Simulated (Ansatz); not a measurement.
```xyz
10

Zr    0.0221    0.1474    0.2391
N    -0.1538   -0.1263    2.2745
H    -0.6271    0.4933    2.9440
H    -0.1380   -1.0697    2.6831
F     1.8402    0.2256   -0.4385
Cl   -1.6173    1.5082   -0.8251
F    -0.3612   -1.6549   -0.2854
O     0.9358    2.1525    1.2361
H     1.7852    2.3224    0.7804
H     1.1871    1.6991    2.0719
```

Core potentials replace the inner electrons of Zr.

Computed with RKS PBE/def2-SVP in Ansatz 0.2.0.

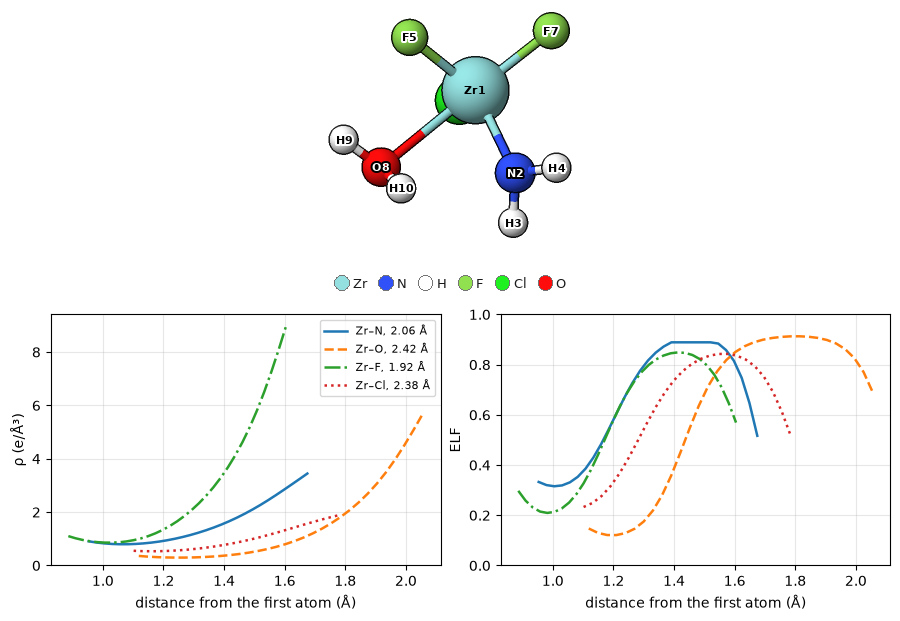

ClF$_{2}$H$_{4}$NOZr. Electron density and ELF along straight lines between neighbouring atoms. The curves leave out the atomic cores. The structure is drawn too.

What can be read from the curves?

Answer. Zr–N (2.06 Å): the density is about 0.81 e/Å³ at the midpoint; the ELF peaks at about 0.90 in the valence shell of N, 0.7 Å from its nucleus, and drops to about 0.30 between the two atoms.
Zr–O (2.42 Å): the density is about 0.3 e/Å³ at the midpoint; the ELF is about 0.10 at the midpoint.
Zr–F (1.92 Å): ρ is about 0.91 e/Å³ halfway; the ELF peaks at about 0.85 in the valence shell of F, 0.5 Å from its nucleus, and drops to about 0.20 between the two atoms.
Zr–Cl (2.38 Å): ρ at the midpoint is about 0.54 e/Å³; the ELF peaks at about 0.85 in the valence shell of Cl, 0.8 Å from its nucleus, and is about 0.30 at the midpoint.
